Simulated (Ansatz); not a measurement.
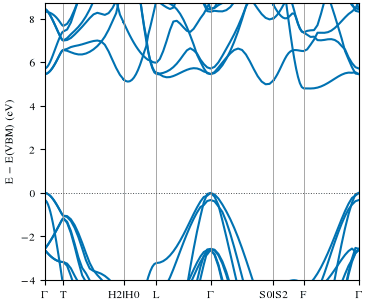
Band structure from r²SCAN in the plane-wave PAW code Ansatz

The gap is 4.72 eV; an edge lies off the plotted path or next to a special point (maximum at Γ, minimum off the standard path).

The material is C in space group R-3m (No. 166; C on 6c, C on 6c, C on 6c).

The start of the workflow was typed in or built on a structure type; the Crystallography Open Database files this formula in space group No. 166, but the cells were not matched. It is not the phase usual at ambient conditions (space group No. 194, 227). Symmetry was held in the r²SCAN relaxation; whether a distortion lowers the energy is not shown.

Potentials: the later of the program's two PAW sets.
